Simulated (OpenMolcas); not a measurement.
# InCl3 (SMILES [Cl][In]([Cl])[Cl]) at OLYP/def2-TZVPD (RICD fitting, core potential)

Aim: the vertical singlet–triplet gap of InCl3 at OLYP/def2-TZVPD (RICD fitting, core potential), from 2 runs. 

The calculation is run with OpenMolcas 26.06.

### Step 1. The structure to begin with

InCl3 has 4 atoms, charge 0, and is taken as a singlet. SMILES: `[Cl][In]([Cl])[Cl]`. The shape is that of a PBE0-D4/def2-TZVP optimisation.

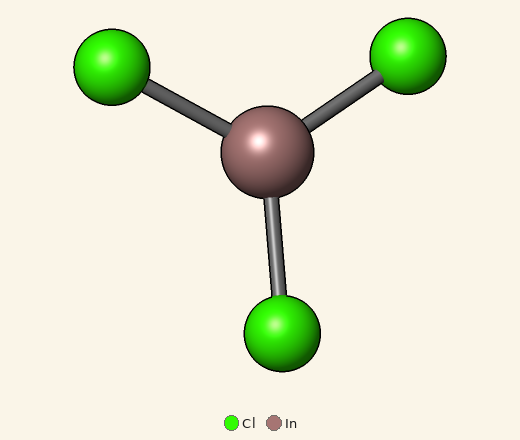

The structure, seen from a chosen angle (chlorine green, indium brown).

### Step 2. The energy at OLYP/def2-TZVPD (RICD fitting, core potential)

job.inp

```
&GATEWAY
BasLib=$CurrDir
Coord
4
angstrom
Cl      -0.202900       0.521500       2.213600
In       0.014400      -0.014800      -0.005300
Cl       1.015900      -1.985200      -0.615300
Cl      -0.772000       1.418300      -1.613200
Basis=def2-TZVPD
Group=NoSym
RICD
&SEWARD
GridInput
Grid=Coarse
End of Grid
&SCF
KSDFT=OLYP
PrOrbitals=0
```

The basis set def2-TZVPD is read from a file made from the Basis Set Exchange's data (not shown).

Command:

```console
$ export MOLCAS_MEM=1860
$ pymolcas job.inp > job.log
```

The program printed (excerpt; [...] marks lines left out):

```text
--- Start Module: gateway ---
[...]
--- Stop Module: gateway /rc=_RC_ALL_IS_WELL_ ---
[...]
--- Start Module: seward ---
[...]
      Basis functions          194
--- Stop Module: seward /rc=_RC_ALL_IS_WELL_ ---
[...]
--- Start Module: scf ---
[...]
       Convergence after  13 Iterations
[...]
::    Total KS-DFT energy                           -1571.2068362929
[...]
      Total spin, S                                     0.0000000000
[...]
      Total electronic charge=   72.000000
      Total            charge=   -0.000000
[...]
      Dipole Moment (debye):
      Origin of the operator (angstrom)=    0.0141   -0.0150   -0.0051
                   X=  3.0515E-03               Y=  8.8618E-04               Z= -4.4886E-03           Total=  5.4995E-03
      Quadrupole Moment (debye*angstrom):
[...]
--- Stop Module: scf /rc=_RC_ALL_IS_WELL_ ---
[...]
```

Wall time 13 s (1 thread of Arm Neoverse V1, shared host); peak memory 0.39 GiB.

### Step 3. The triplet at the same level

job.input

```
* Cl3In Kohn-Sham DFT

&GATEWAY
  BasLib=$CurrDir
  Coord
  4
  angstrom
  Cl      -0.202900       0.521500       2.213600
  In       0.014400      -0.014800      -0.005300
  Cl       1.015900      -1.985200      -0.615300
  Cl      -0.772000       1.418300      -1.613200
  Basis=def2-TZVPD
  Group=NoSym
  RICD

&SEWARD
  GridInput
  Grid=Coarse
  End of Grid

&SCF
  UHF
  Spin=3
  KSDFT=OLYP
  PrOrbitals=0
```

The basis set def2-TZVPD is read from a file made from the Basis Set Exchange's data (not shown).

Command:

```console
$ export MOLCAS_MEM=1860
$ pymolcas job.input > job.log
```

The program printed (excerpt; [...] marks lines left out):

```text
--- Start Module: gateway ---
[...]
--- Stop Module: gateway /rc=_RC_ALL_IS_WELL_ ---
[...]
--- Start Module: seward ---
[...]
      Basis functions          194
--- Stop Module: seward /rc=_RC_ALL_IS_WELL_ ---
[...]
--- Start Module: scf ---
[...]
       Convergence after  47 Iterations
[...]
::    Total KS-DFT energy                           -1571.0479771786
[...]
      Total spin, S                                     1.0009980407
[...]
      Total electronic charge=   72.000000
      Total            charge=   -0.000000
[...]
      Dipole Moment (debye):
      Origin of the operator (angstrom)=    0.0141   -0.0150   -0.0051
                   X= -1.8267E-03               Y= -1.1905E-03               Z= -8.6654E-04           Total=  2.3462E-03
      Quadrupole Moment (debye*angstrom):
[...]
--- Stop Module: scf /rc=_RC_ALL_IS_WELL_ ---
[...]
```

Wall time 28 s (1 thread of Arm Neoverse V1, shared host); peak memory 0.4 GiB.

### Step 4. Summary of results

At OLYP/def2-TZVPD (RICD fitting, core potential):

| quantity | value |
| --- | --- |
| singlet: total energy | -1571.20684 Eh |
| singlet: dipole moment | 0.01 D |
| singlet: HOMO energy | -7.93 eV |
| singlet: LUMO energy | -3.59 eV |
| singlet: HOMO–LUMO gap | 4.34 eV |
| triplet: total energy | -1571.04798 Eh |
| triplet: dipole moment | 0.00 D |
| triplet: HOMO energy (highest over α and β) | -3.71 eV |
| triplet: ⟨S²⟩ | 2.003 |
| vertical energy of the triplet above the singlet | 4.323 eV |

In words: At this shape the triplet lies 4.32 eV (417 kJ/mol) above the singlet. Mulliken charges (triplet) run from -0.24 on Cl1 to +0.71 on In2; in a basis this large or diffuse they mean little.
